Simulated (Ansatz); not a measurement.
```xyz
5

O     1.0851   -0.8595    1.2479
Ge   -0.0377   -0.0840    0.0040
F    -1.7278   -0.1229    0.5592
F     0.1692   -0.9734   -1.4992
Cl    0.5611    1.9662   -0.3533
```

Not at a stationary point (largest force 1.7 eV/Å).

Computed with SCF B3LYP, Gaussian basis (Ansatz).

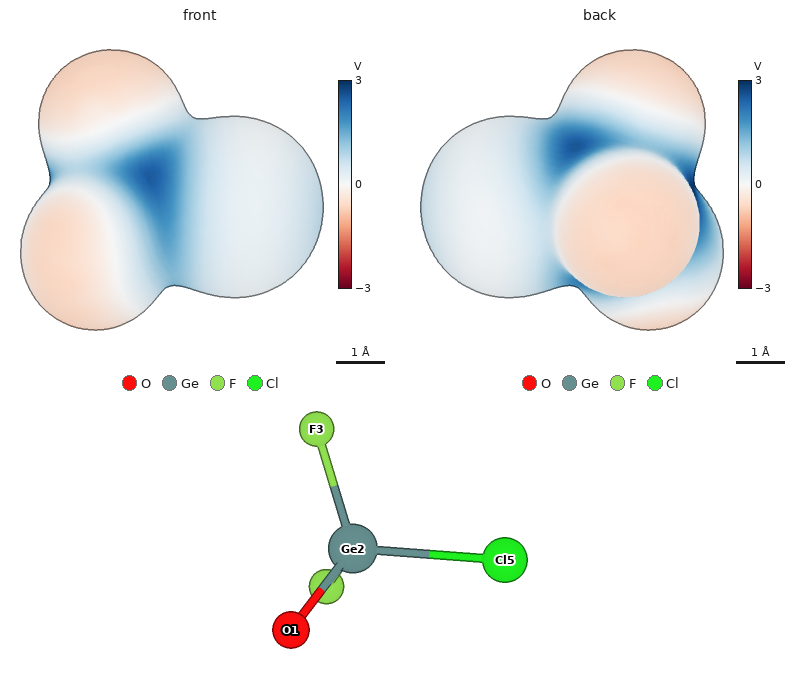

ClF2GeO (doublet). The electrostatic potential painted on the density surface at 0.002 e/bohr³, seen from the front and from behind; the colour scale runs from red (negative) to blue (positive). The bare structure is drawn below in the same view.

### Describe the electrostatic potential map.

The most negative region (about −0.6 V) lies over O1, F3 and F4, the most positive (about +2.8 V) over Ge2. Cl5 shows a σ-hole: about +0.7 V at the tip opposite its bond, against about +0.2 V on its flanks.
